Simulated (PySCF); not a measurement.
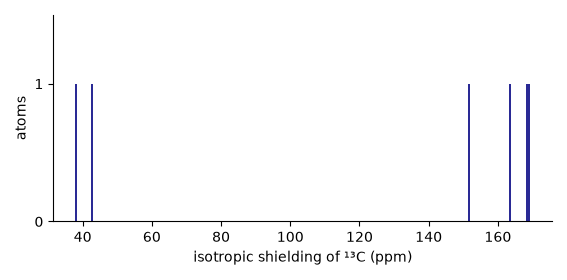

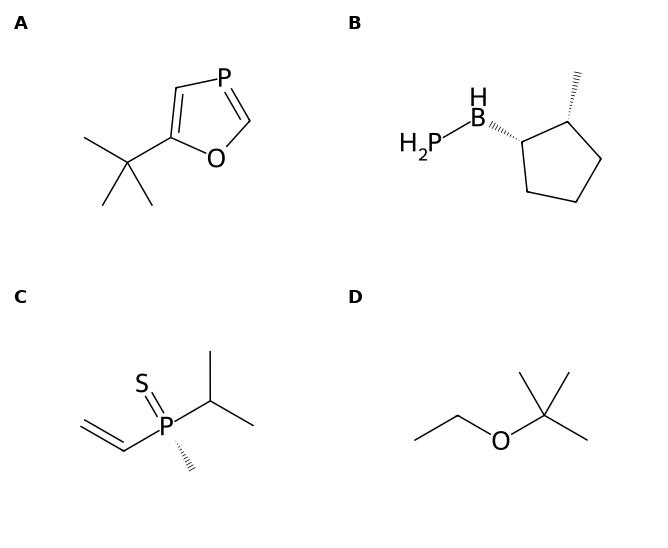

The sticks are computed shieldings of one of the molecules, for one fixed geometry (PBE0-D3(BJ)/def2-SVP) without averaging over rotations. Low shielding means a high chemical shift. Method: GIAO PBE0/pcSseg-1 NMR shielding, non-relativistic, IEF-PCM dimethylsulfoxide (PySCF 2.14.0).

Question: Which molecule gives this pattern?

Answer: C, `C=C[P@@](C)(=S)C(C)C`. Its 6 C atoms give lines at 38.0, 42.7, 151.6, 163.6, 168.3, 169.1 ppm.
